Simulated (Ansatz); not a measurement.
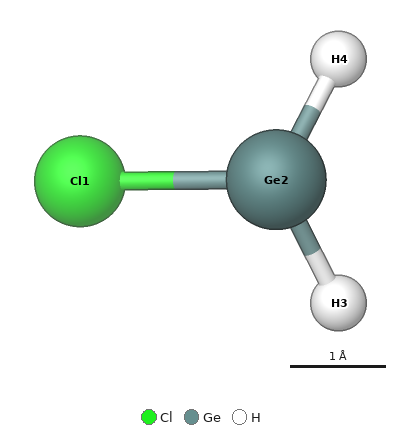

Figure 1. The input geometry (ball-and-stick view, seen on its broad side; atoms are numbered from 1 in the order of the input). Sticks mark near contacts.

GeH₂Cl: nudged elastic band

- system: GeH₂Cl, multiplicity 2
- method: UKS B3LYP-D4/def2-TZVP (Ansatz 0.2.0)

It belongs to a series of runs on one base structure; here: band between the two ends. Figures and captions count atoms from 1; the log counts them from 0 in places.

**The input**
```yaml
crystal:
  periodic: [false, false, false]
  atoms:
    - { symbol: Cl, position_ang: [-1.574392, 0.31018, 1.001314] }
    - { symbol: Ge, position_ang: [0.11008, -0.462428, -0.14561] }
    - { symbol: H, position_ang: [0.076395, 0.262905, -1.516768] }
    - { symbol: H, position_ang: [1.387908, -0.110647, 0.661064] }
magnetization:
  spin_polarized: true
  initial_magnetization: 1
basis:
  gaussian: { orbitals: def2-TZVP }
hamiltonian:
  xc: b3lyp
  dispersion: d4
neb:
  order_check: false
  images: 5
  f_tol: 0.03
  max_iterations: 60
  initial_path: idpp
  optimiser: fire
  climbing: immediate
  final_atoms:
    - { symbol: Cl, position_ang: [-1.60876105, 0.11327991, 0.98823832] }
    - { symbol: Ge, position_ang: [0.26284947, 0.41283712, -0.08747987] }
    - { symbol: H, position_ang: [0.01719195, -0.07627646, -1.53930021] }
    - { symbol: H, position_ang: [1.32871063, -0.44983056, 0.63854176] }
```

Hardware: 2 threads of Intel Xeon (Granite Rapids), 16 GiB of memory available, shared host.

Launch command:
```bash
ansatz run input.yaml --threads 2 --pin off --max-ram 3072MiB --backend cpu --events-out ev --progress --plain --runs-dir out
```

**Output**
```
Engine: ansatz 0.2.0, x86_64-unknown-linux-gnu
Functional definition: B3LYP
  parameter a0 = 0.2
  parameter ax = 0.72
  parameter ac = 0.81
  exchange = (1 - a0 - ax)*slater_x + ax*b88_x + a0*exact_x
  correlation = (1 - ac)*vwn_rpa_c + ac*lyp_c
740 factors; their error is unknown
mean field evaluation 1: about -69074.5208 eV, gradient 1.5e1 eV
mean field evaluation 2: about -69074.3017 eV, gradient 1.9e1 eV
mean field evaluation 4: about -69075.2142 eV, gradient 6.2e-1 eV
mean field evaluation 8: about -69075.4636 eV, gradient 9.0e-2 eV
mean field evaluation 16: about -69075.4636 eV, gradient 3.5e-5 eV
mean field -69075.46363946 eV, -2538.4764677193 hartree, gradient 3.5e-5 eV, S^2 0.751666; 0 other end points of the search recorded, 0 dependent functions left out
the calculation of the forces begins
reference -69075.46385683 eV, -2538.4764757076 hartree; 26, 25 occupied and 71, 72 virtual orbitals, 740 factors
740 factors; their error is unknown
mean field evaluation 32: about -69075.4636 eV, gradient 3.5e-5 eV
mean field -69075.46363940 eV, -2538.4764677169 hartree, gradient 3.5e-5 eV, S^2 0.751666; 0 other end points of the search recorded, 0 dependent functions left out
[... from here on the field's lines of each further geometry are left out, up to the last ...]
NEB iter   1: max|band force component| = 1.167e0 eV/Å  barrier→ = 0.5972 eV  barrier← = 0.5972 eV  CI = image 3  Δτ_max = 0.0195 Å  (207 SCF iters)
NEB iter   2: max|band force component| = 4.579e-1 eV/Å  barrier→ = 0.5647 eV  barrier← = 0.5647 eV  CI = image 3  Δτ_max = 0.0258 Å  (145 SCF iters)
NEB iter   3: max|band force component| = 4.428e-1 eV/Å  barrier→ = 0.5629 eV  barrier← = 0.5629 eV  CI = image 3  Δτ_max = 0.0019 Å  (149 SCF iters)
NEB iter   4: max|band force component| = 3.783e-1 eV/Å  barrier→ = 0.5610 eV  barrier← = 0.5610 eV  CI = image 3  Δτ_max = 0.0034 Å  (117 SCF iters)
NEB iter   5: max|band force component| = 2.573e-1 eV/Å  barrier→ = 0.5583 eV  barrier← = 0.5583 eV  CI = image 3  Δτ_max = 0.0045 Å  (129 SCF iters)
NEB iter   6: max|band force component| = 1.121e-1 eV/Å  barrier→ = 0.5561 eV  barrier← = 0.5561 eV  CI = image 3  Δτ_max = 0.0047 Å  (141 SCF iters)
NEB iter   7: max|band force component| = 8.116e-2 eV/Å  barrier→ = 0.5555 eV  barrier← = 0.5555 eV  CI = image 3  Δτ_max = 0.0003 Å  (139 SCF iters)
NEB iter   8: max|band force component| = 7.274e-2 eV/Å  barrier→ = 0.5555 eV  barrier← = 0.5555 eV  CI = image 3  Δτ_max = 0.0006 Å  (112 SCF iters)
NEB iter   9: max|band force component| = 5.716e-2 eV/Å  barrier→ = 0.5554 eV  barrier← = 0.5554 eV  CI = image 3  Δτ_max = 0.0009 Å  (115 SCF iters)
NEB iter  10: max|band force component| = 4.221e-2 eV/Å  barrier→ = 0.5553 eV  barrier← = 0.5553 eV  CI = image 3  Δτ_max = 0.0010 Å  (116 SCF iters)
NEB iter  11: max|band force component| = 4.094e-2 eV/Å  barrier→ = 0.5552 eV  barrier← = 0.5552 eV  CI = image 3  Δτ_max = 0.0010 Å  (117 SCF iters)
NEB iter  12: max|band force component| = 3.812e-2 eV/Å  barrier→ = 0.5551 eV  barrier← = 0.5551 eV  CI = image 3  Δτ_max = 0.0010 Å  (115 SCF iters)
NEB iter  13: max|band force component| = 4.021e-2 eV/Å  barrier→ = 0.5551 eV  barrier← = 0.5551 eV  CI = image 3  Δτ_max = 0.0012 Å  (115 SCF iters)
NEB iter  14: max|band force component| = 4.257e-2 eV/Å  barrier→ = 0.5550 eV  barrier← = 0.5550 eV  CI = image 3  Δτ_max = 0.0014 Å  (115 SCF iters)
NEB iter  15: max|band force component| = 3.913e-2 eV/Å  barrier→ = 0.5549 eV  barrier← = 0.5549 eV  CI = image 3  Δτ_max = 0.0016 Å  (115 SCF iters)
NEB iter  16: max|band force component| = 3.834e-2 eV/Å  barrier→ = 0.5548 eV  barrier← = 0.5548 eV  CI = image 3  Δτ_max = 0.0017 Å  (118 SCF iters)
NEB iter  17: max|band force component| = 4.580e-2 eV/Å  barrier→ = 0.5548 eV  barrier← = 0.5548 eV  CI = image 3  Δτ_max = 0.0019 Å  (117 SCF iters)
NEB iter  18: max|band force component| = 4.039e-2 eV/Å  barrier→ = 0.5548 eV  barrier← = 0.5548 eV  CI = image 3  Δτ_max = 0.0004 Å  (115 SCF iters)
NEB iter  19: max|band force component| = 3.165e-2 eV/Å  barrier→ = 0.5547 eV  barrier← = 0.5547 eV  CI = image 3  Δτ_max = 0.0008 Å  (113 SCF iters)
the calculation of the forces begins
reference -69075.36246746 eV, -2538.4727497167 hartree; 26, 25 occupied and 71, 72 virtual orbitals, 740 factors
740 factors; their error is unknown
mean field evaluation 704: about -69074.1525 eV, gradient 1.4e1 eV
mean field -69074.91019246 eV, -2538.4561289171 hartree, gradient 2.1e-5 eV, S^2 0.753655; 1 other end points of the search recorded, 0 dependent functions left out
the calculation of the forces begins
reference -69074.91041881 eV, -2538.4561372352 hartree; 26, 25 occupied and 71, 72 virtual orbitals, 740 factors
NEB iter  20: max|band force component| = 1.685e-2 eV/Å  barrier→ = 0.5547 eV  barrier← = 0.5547 eV  CI = image 3  Δτ_max = 0.0000 Å  (270 SCF iters)
```

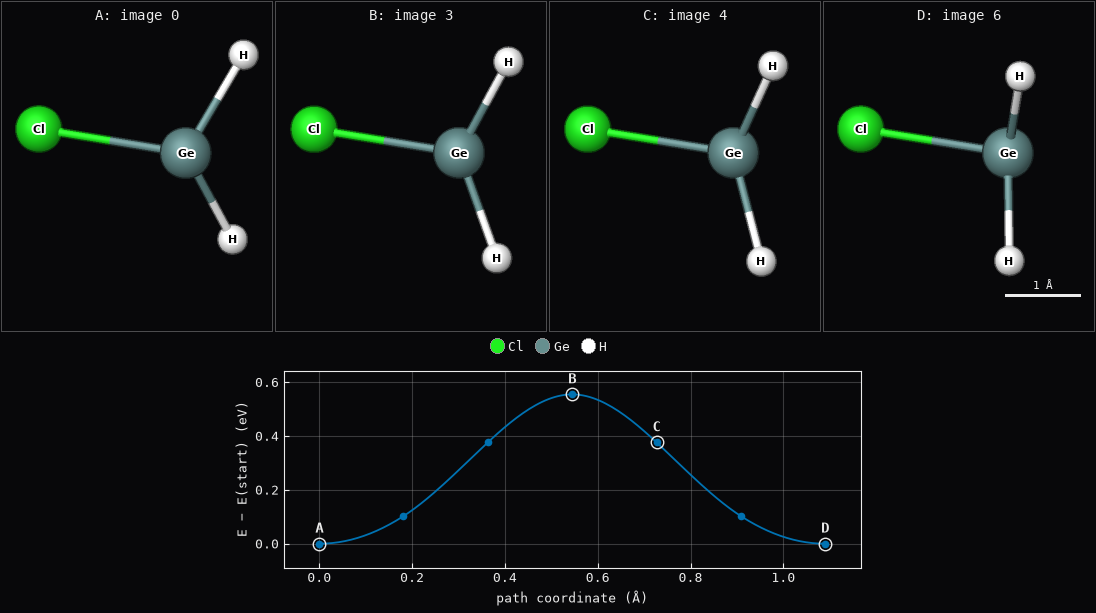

Figure 2. Images of the last band (counted from 0; ball-and-stick, seen at a tilt) above the energy along the path; the line is a cubic interpolation that uses the forces. The highest image is number 3, 0.555 eV above the start and 0.555 eV above the end (the climbing image); start and end have the same energy. The path is 1.09 Å long. The band converged in 20 iterations.

```
Total energy: -69075.01574820 eV, -2538.4600080191 hartree
Atom 0 at    -1.664068    -0.134242     0.979089 Å, force     0.004289     0.000348    -0.002523 eV/Å
Atom 1 at     0.183759     0.014826    -0.108119 Å, force     0.001492     0.000111    -0.000879 eV/Å
Atom 2 at     0.042241     0.258495    -1.594397 Å, force    -0.000410    -0.000936     0.005820 eV/Å
Atom 3 at     1.438059    -0.139070     0.723428 Å, force    -0.005371     0.000477    -0.002418 eV/Å
Dipole moment:     0.297192     0.023976    -0.174860 e Å
this run last wrote the band of iteration 20 to [file]
```

**The last band as extended XYZ (Å, eV, eV/Å)**
```
4
Properties=species:S:1:pos:R:3:forces:R:3 image=0 energy=-69075.57026
Cl   -1.5744    0.3102    1.0013    0.0044  -0.0028  -0.0031
Ge    0.1101   -0.4624   -0.1456   -0.0046   0.0046   0.0035
H     0.0764    0.2629   -1.5168    0.0014  -0.0013   0.0021
H     1.3879   -0.1106    0.6611   -0.0013  -0.0005  -0.0025
4
Properties=species:S:1:pos:R:3:forces:R:3 image=1 energy=-69075.46792
Cl   -1.6299    0.1740    1.0114    0.0992   0.2182  -0.0223
Ge    0.1448   -0.3177   -0.1417   -0.1014  -0.9491  -0.1017
H     0.0592    0.2665   -1.5695    0.0751   0.3444   0.1849
H     1.4258   -0.1228    0.6998   -0.0729   0.3865  -0.0608
4
Properties=species:S:1:pos:R:3:forces:R:3 image=2 energy=-69075.19377
Cl   -1.6560    0.0235    1.0013    0.0312   0.3207   0.0362
Ge    0.1719   -0.1534   -0.1298   -0.0946  -1.3827  -0.1802
H     0.0467    0.2630   -1.5904    0.0566   0.5239   0.1134
H     1.4374   -0.1331    0.7189    0.0067   0.5381   0.0306
4
Properties=species:S:1:pos:R:3:forces:R:3 image=3 energy=-69075.01552
Cl   -1.6641   -0.1342    0.9791    0.0043   0.0003  -0.0025
Ge    0.1838    0.0148   -0.1081    0.0015   0.0001  -0.0009
H     0.0422    0.2585   -1.5944   -0.0004  -0.0009   0.0058
H     1.4381   -0.1391    0.7234   -0.0054   0.0005  -0.0024
4
Properties=species:S:1:pos:R:3:forces:R:3 image=4 energy=-69075.19377
Cl   -1.6607   -0.2911    0.9502    0.0217  -0.3164  -0.0673
Ge    0.1769    0.1815   -0.0754   -0.0534   1.3708   0.2673
H     0.0466    0.2528   -1.5920    0.0408  -0.5343  -0.0586
H     1.4373   -0.1433    0.7172   -0.0091  -0.5201  -0.1414
4
Properties=species:S:1:pos:R:3:forces:R:3 image=5 energy=-69075.46792
Cl   -1.6390   -0.4377    0.9119    0.0929  -0.2027  -0.0907
Ge    0.1547    0.3419   -0.0345   -0.0732   0.9350   0.2045
H     0.0589    0.2426   -1.5734    0.0641  -0.3872   0.0660
H     1.4255   -0.1467    0.6960   -0.0838  -0.3451  -0.1797
4
Properties=species:S:1:pos:R:3:forces:R:3 image=6 energy=-69075.57026
Cl   -1.5895   -0.5550    0.8620    0.0046   0.0035  -0.0022
Ge    0.1265    0.4808    0.0063   -0.0046  -0.0056   0.0018
H     0.0757    0.2239   -1.5231    0.0015   0.0006   0.0026
H     1.3872   -0.1497    0.6548   -0.0014   0.0014  -0.0022
```

**Key numbers**

| quantity | value |
| --- | --- |
| outcome | converged |
| barrier, forward | 0.555 eV |
| barrier, backward | 0.555 eV |
| wall time | 96 s (CPU time 3.1 min) |
| peak memory | 0.24 GiB |

**Remarks**

The order of the saddle point was not checked.
